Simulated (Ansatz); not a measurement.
**Fields on a plane of Ga2O3 (corundum)**

```xyz
10
Lattice="2.5290 1.4601 4.5414 -2.5290 1.4601 4.5414 0.0000 -2.9202 4.5414" Properties=species:S:1:pos:R:3 pbc="T T T"
Ga     0.0000     0.0000     4.8480
Ga     0.0000     0.0000     1.9641
Ga     0.0000     0.0000     8.7762
Ga     0.0000     0.0000    11.6601
O     -0.9959     1.4601     7.9474
O     -0.7665    -1.5925     7.9474
O      1.7624     0.1324     7.9474
O      0.9959    -1.4601     5.6767
O      0.7665     1.5925     5.6767
O     -1.7624    -0.1324     5.6767
```

The slice is a (-1 1 0 4) plane (indices of the conventional cell) through the point (0.644, 0.644, 0.644) (fractional), spanned by u = [1 0 -1] and v = [1 -1 1] in vectors of this cell: u (5.06 Å) and v (7.40 Å, at 90° to u). It covers one period; positions are fractions (u, v).

Atoms on it: Ga at (0.00, 0.50); Ga at (0.00, 0.00). Other atoms lie within 1 Å of the plane.

The numbers are results of PBE (plane waves to 420 eV, PAW, scalar-relativistic; Ansatz, a quantum-chemistry and plane-wave program), not measurements. k mesh 8×8×8. These are valence fields of a PAW run, semicore shells included where kept as valence: close to a nucleus they are smooth pseudo fields. Ga2O3 was relaxed with its symmetry unable to fall. The PAW data are Ansatz's earlier set.

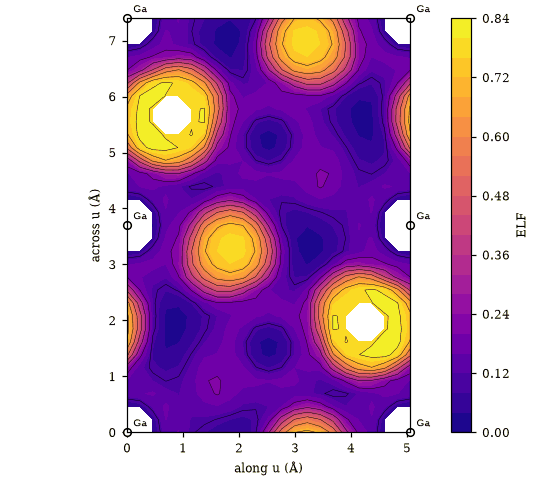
Fig. 1. Electron localisation function (ELF), one period of the plane, atoms marked. Points within 0.4 Å of a nucleus are left white, as the pseudised field means little there.

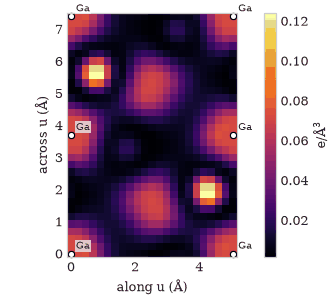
Fig. 1. Density of the lowest conduction band (whole band as if filled, smooth part) in e/Å³, one period of the plane, atoms marked.
